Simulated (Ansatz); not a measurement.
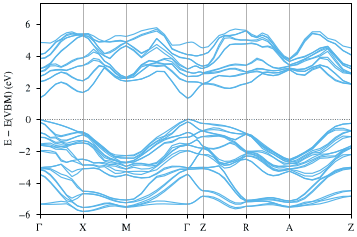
*Band structure from r²SCAN with spin–orbit coupling (plane waves, PAW; program Ansatz)*

**Question.** Read off the gap and where the band edges lie.

**Answer.** About 1.3 eV (1.34 eV by a search for the band edges); maximum at Γ, minimum at Γ.

The material is Zn4Te3S in space group P-4m2 (No. 115; Pearson symbol tP8).

The start of the workflow was typed in or built on a structure type; neither database checked (COD, Materials Project) lists it. Its standing as an ambient phase is unchecked. The r²SCAN relaxation kept the symmetry of its start; its stability against distortions is not shown here.

Potentials: the earlier of the program's two PAW sets.
